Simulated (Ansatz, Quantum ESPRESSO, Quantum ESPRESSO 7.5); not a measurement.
**Evanescent states of C, diamond type, lattice constant set to 3.516 Å**

Wanted: the complex band structure of C, diamond type, lattice constant set to 3.516 Å, as for a tunnel barrier.

Program: Quantum ESPRESSO 7.5. Level of theory: plane-wave DFT, LDA, GBRV ultrasoft pseudopotentials (cross-check by Ansatz 0.2.0 with PAW datasets). Results are calculated unless marked as measured.

**1. Starting point**

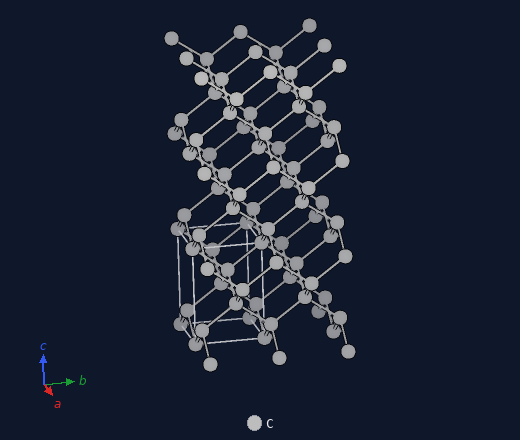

The cell as given, from the side, with the c axis up (carbon light grey). 2×2×3 cells are drawn. Some periodic images of atoms are drawn too.

**2. SCF with pw.x**

pwcond needs a cell whose third axis lies along the current and stands perpendicular to the other two.

scf.in

```
&control
  prefix = 'scf'
  outdir = './out'
  pseudo_dir = './pseudo'
  calculation = 'scf'
  tprnfor = .true.
/
&system
  ibrav = 0
  nat = 4
  ntyp = 1
  ecutwfc = 40
  ecutrho = 200
  occupations = 'fixed'
  nbnd = 12
/
&electrons
  conv_thr = 1e-09
  mixing_beta = 0.6
  electron_maxstep = 120
/
ATOMIC_SPECIES
  C   12.0110  c_lda_v1.2.uspp.F.UPF
CELL_PARAMETERS angstrom
  2.48618744265190 0.00000000000000 0.00000000000000
  0.00000000000000 2.48618744265190 0.00000000000000
  0.00000000000000 0.00000000000000 3.51600000000000
ATOMIC_POSITIONS crystal
  C   0.000000000000 0.000000000000 0.000000000000
  C   0.500000000000 0.000000000000 0.250000000000
  C   0.500000000000 0.500000000000 0.500000000000
  C   0.000000000000 0.500000000000 0.750000000000
K_POINTS automatic
  10 10 8 0 0 0
```

Launch:

```console
OMP_NUM_THREADS=1 mpirun -n 2 pw.x -nk 2 -in scf.in > scf.out
```

The log of the run:

```text
Program PWSCF v.7.5 starts
[citation notice left out]

     Parallel version (MPI & OpenMP), running on       2 processor cores
     Number of MPI processes:                 2
     Threads/MPI process:                     1

     MPI processes distributed on     1 nodes
[...]
Current dimensions of program PWSCF are:
     Max number of different atomic species (ntypx) = 10
     Max number of k-points (npk) =  40000
     Max angular momentum in pseudopotentials (lmaxx) =  4
     Found identity + ( -0.5000 -0.5000 -0.5000) symmetry
     This is a supercell, fractional translations are disabled
     Message from routine setup:
     using ibrav=0 with symmetry is DISCOURAGED, use correct ibrav instead

     K-points division:     npool     =       2
     Subspace diagonalization in iterative solution of the eigenvalue problem:
     a serial algorithm will be used

     G-vector sticks info
     --------------------
     sticks:   dense  smooth     PW     G-vecs:    dense   smooth      PW
     Sum         349     285     97                 6969     4943     999

     Using Slab Decomposition

     bravais-lattice index     =            0
     lattice parameter (alat)  =       4.6982  a.u.
     unit-cell volume          =     146.6605 (a.u.)^3
     number of atoms/cell      =            4
     number of atomic types    =            1
     number of electrons       =        16.00
     number of Kohn-Sham states=           12
     kinetic-energy cutoff     =      40.0000  Ry
     charge density cutoff     =     200.0000  Ry
     scf convergence threshold =      1.0E-09
     mixing beta               =       0.6000
     number of iterations used =            8  plain     mixing
     Exchange-correlation= SLA  PZ   NOGX NOGC
                           (   1   1   0   0   0   0   0)

     celldm(1)=   4.698213  celldm(2)=   0.000000  celldm(3)=   0.000000
     celldm(4)=   0.000000  celldm(5)=   0.000000  celldm(6)=   0.000000

     crystal axes: (cart. coord. in units of alat)
               a(1) = (   1.000000   0.000000   0.000000 )
               a(2) = (   0.000000   1.000000   0.000000 )
               a(3) = (   0.000000   0.000000   1.414214 )

     reciprocal axes: (cart. coord. in units 2 pi/alat)
               b(1) = (  1.000000  0.000000  0.000000 )
               b(2) = (  0.000000  1.000000  0.000000 )
               b(3) = (  0.000000  0.000000  0.707107 )

     PseudoPot. # 1 for C  read from file:
     ./pseudo/c_lda_v1.2.uspp.F.UPF
     Pseudo is Ultrasoft + core correction, Zval =  4.0
     Generated by new atomic code, or converted to UPF format
     Using radial grid of  721 points,  4 beta functions with:
                l(1) =   0
                l(2) =   0
                l(3) =   1
                l(4) =   1
     Q(r) pseudized with  8 coefficients,  rinner =    1.100   1.100   1.100

     atomic species   valence    mass     pseudopotential
     C                 4.00    12.01100     C ( 1.00)

      8 Sym. Ops. (no inversion) found

   Cartesian axes

     site n.     atom                  positions (alat units)
         1        C      tau(   1) = (   0.0000000   0.0000000   0.0000000  )
         2        C      tau(   2) = (   0.5000000   0.0000000   0.3535534  )
         3        C      tau(   3) = (   0.5000000   0.5000000   0.7071068  )
         4        C      tau(   4) = (   0.0000000   0.5000000   1.0606602  )

     number of k points=   105

     Number of k-points >= 100: set verbosity='high' to print them.

     Dense  grid:     6969 G-vectors     FFT dimensions: (  24,  24,  30)

     Smooth grid:     4943 G-vectors     FFT dimensions: (  20,  20,  27)

     Estimated max dynamical RAM per process >      13.77 MB

     Estimated total dynamical RAM >      25.84 MB

     Initial potential from superposition of free atoms

     starting charge      15.9999, renormalised to      16.0000
     Starting wfcs are   16 randomized atomic wfcs

     total cpu time spent up to now is        0.7 secs

     per-process dynamical memory:    15.5 Mb

     Self-consistent Calculation

     iteration #  1     ecut=    40.00 Ry     beta= 0.60
     Davidson diagonalization with overlap
     ethr =  1.00E-02,  avg # of iterations =  2.7

     total cpu time spent up to now is        0.9 secs

     total energy              =     -46.10263362 Ry
     estimated scf accuracy    <       0.26971942 Ry

     iteration #  2     ecut=    40.00 Ry     beta= 0.60
[...]
total energy              =     -46.11118294 Ry
     estimated scf accuracy    <       0.01624679 Ry

     iteration #  3     ecut=    40.00 Ry     beta= 0.60
[...]
total energy              =     -46.11335821 Ry
     estimated scf accuracy    <       0.00016936 Ry

     iteration #  4     ecut=    40.00 Ry     beta= 0.60
[...]
total energy              =     -46.11338465 Ry
     estimated scf accuracy    <       0.00000595 Ry

     iteration #  5     ecut=    40.00 Ry     beta= 0.60
[...]
total energy              =     -46.11338538 Ry
     estimated scf accuracy    <       0.00000002 Ry

     iteration #  6     ecut=    40.00 Ry     beta= 0.60
[...]
total energy              =     -46.11338542 Ry
     estimated scf accuracy    <       0.00000001 Ry

     iteration #  7     ecut=    40.00 Ry     beta= 0.60
[...]
End of self-consistent calculation

     Number of k-points >= 100: set verbosity='high' to print the bands.

     highest occupied, lowest unoccupied level (ev):    13.8756   18.0908

!    total energy              =     -46.11338542 Ry
     estimated scf accuracy    <          1.3E-11 Ry

     The total energy is the sum of the following terms:
     one-electron contribution =      16.85709465 Ry
     hartree contribution      =       3.74935045 Ry
     xc contribution           =     -14.83230803 Ry
     ewald contribution        =     -51.88752249 Ry

     convergence has been achieved in   7 iterations

     Forces acting on atoms (cartesian axes, Ry/au):

     atom    1 type  1   force =     0.00000000    0.00000000    0.00000000
     atom    2 type  1   force =     0.00000000    0.00000000   -0.00000014
     atom    3 type  1   force =     0.00000000    0.00000000    0.00000000
     atom    4 type  1   force =     0.00000000    0.00000000    0.00000014

     Total force =     0.000000     Total SCF correction =     0.000002
     SCF correction compared to forces is large: reduce conv_thr to get better values

[...]
=------------------------------------------------------------------------------=
   JOB DONE.
=------------------------------------------------------------------------------=
```

Wall time 2.7 s (2 MPI ranks of AMD EPYC 9R45, shared host); peak memory 0.12 GiB.

This step gave:

| Property | Result |
| --- | --- |
| free energy | -627.4046 eV |
| valence top, on the run's zero | 13.88 eV |
| conduction bottom, on the run's zero | 18.09 eV |
| gap by band count | 4.215 eV |

The run needed 7 iterations to bring the estimated error under 1e-09 Ry.

[end of part 1 of 3]

[Logs are printed without paths, hosts, clocks, repeated set-up lines and the standing remarks that a program may print on its own settings, such as how far it seeks lower states.]

[Hosts, paths, dates, database ids (printed as entryN), source tags and the programs' standing remarks are cut or masked in the printed files.]

[Maps of the electrostatic potential energy from Ansatz leave out the sawtooth potential of an applied field or a dipole correction, so their vacuum need not be flat; planar profiles and work functions include it.]
